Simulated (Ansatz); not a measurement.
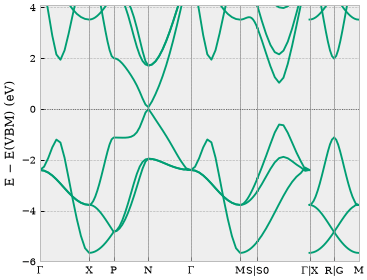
*Band structure from plane-wave PAW LDA (Ansatz code)*

Q: Read off the gap and where the band edges lie.

A: About 0.1 eV (0.07 eV by a search for the band edges); maximum at N, minimum at N.

Q: Pick the material that matches.
(A) PbS, rock salt
(B) AlAs, zinc blende
(C) CuI, zinc blende
(D) GaN, rock salt

A: A, PbS, rock salt

Space group Fm-3m (rock salt). Symmetry was held in the LDA relaxation. At this level the phase is dynamically unstable (imaginary phonons). Scalar-relativistic: spin–orbit coupling is off unless named, which matters more the heavier the elements.

Potentials: the earlier of the program's two PAW sets. The files were generated under PBE; for other functionals the program regenerates the frozen cores, and for LDA and PBEsol the local potential too.
